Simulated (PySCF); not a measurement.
The calculation's input:

```
{"job": {"xc": "PBE0", "basis": "pcSseg-1", "kind": "nmr", "pop": true}, "charge": 0, "multiplicity": 1}
C     -1.990561    -0.145565    -0.794177
C     -1.243218    -0.154100     0.529170
O      0.146171    -0.476120     0.333025
C      0.954076     0.505353     0.013009
O      0.698595     1.664828    -0.116245
C      2.389804    -0.072978    -0.183591
F      2.804852    -0.730162     0.905248
F      3.275013     0.886129    -0.439113
F      2.420326    -0.937322    -1.205855
H     -1.612748     0.646333    -1.436276
H     -1.871112    -1.099939    -1.300545
H     -3.046393     0.027726    -0.608806
H     -1.614582    -0.936573     1.192275
H     -1.310902     0.821916     1.018356
```

Run with:

```sh
OMP_NUM_THREADS=1 python ens_run.py task.json out
```

Geometry: GFN2-xTB.

All numbers below come from PBE0/pcSseg-1, SCF density, gas phase, non-relativistic (PySCF).

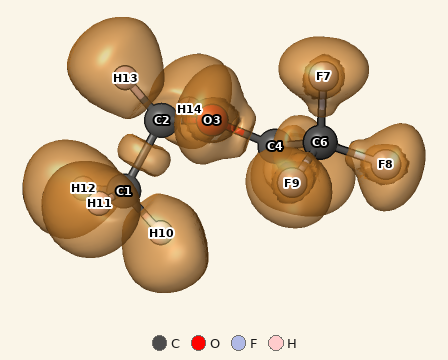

C4H5F3O2 (SMILES CCOC(=O)C(F)(F)F). Isosurface of the electron localisation function at 0.75 (orange), seen at a tilt. Core shells and regions of very low density are left out.

Describe the localisation domains.

At this value the surface marks out two regions between bonded C–C atoms (shared pairs), five regions around hydrogen nuclei, three regions on F in which the atom's valence shell and bonds are merged and two regions on O in which the atom's valence shell and bonds are merged. Profiles from the grid: C–O (1.19 Å): the ELF peaks at about 0.85 between the atoms: a multiple bond. C–F (1.33 Å): the ELF peaks at about 0.85 between the atoms (a shared but strongly polarised pair).
